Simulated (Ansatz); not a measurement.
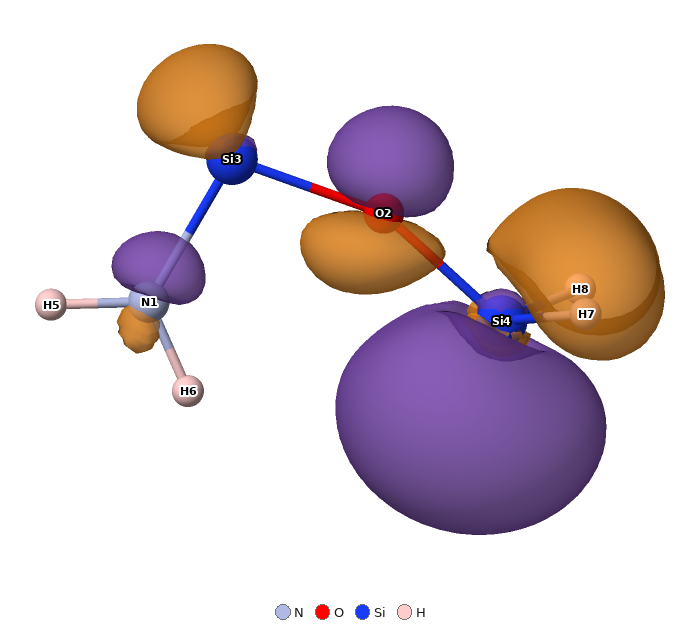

The picture shows: H₄NOSi₂ (SMILES N[Si]O[SiH2]) (doublet). The HOMO (α) at ±0.1 Å⁻³ᐟ² (orange and purple are the two phases), seen across its widest extent.

Geometry: PBE-D3(BJ)/def2-SVP.

These are results of isolated molecule in a Gaussian basis; Kohn-Sham density functional theory, functional PBE0 (Ansatz), not measurements.

Input

```
crystal:
  periodic: [false, false, false]
  atoms:
    - symbol: N
      position_ang: [1.096815, -2.297633, -1.971421]
    - symbol: O
      position_ang: [0.467903, -0.265568, -0.417730]
    - symbol: Si
      position_ang: [-0.260046, -1.302862, -1.541217]
    - symbol: Si
      position_ang: [1.698972, 0.375893, 0.525008]
    - symbol: H
      position_ang: [1.011219, -3.056925, -2.653250]
    - symbol: H
      position_ang: [2.050503, -2.214846, -1.599905]
    - symbol: H
      position_ang: [1.310395, 0.256327, 1.982500]
    - symbol: H
      position_ang: [1.873475, 1.836637, 0.171278]
basis:
  gaussian:
    orbitals: def2-TZVPD
magnetization:
  spin_polarized: true
  initial_magnetization: 1
hamiltonian:
  xc: pbe0
output: {forces: true, orbitals: {seedname: orbitals}}
```

Run with:

```sh
ansatz run input.yaml --threads 2 --pin off --max-ram 4350MiB --events-out events.jsonl --progress --plain --runs-dir runs
```

Q: Describe this orbital and give its energy.

A: It lies mainly on Si4 (about 65 %), O2 (about 10 %), Si3 (about 10 %), H8 (about 5 %) and H7 (about 5 %). Its energy is −6.00 eV.
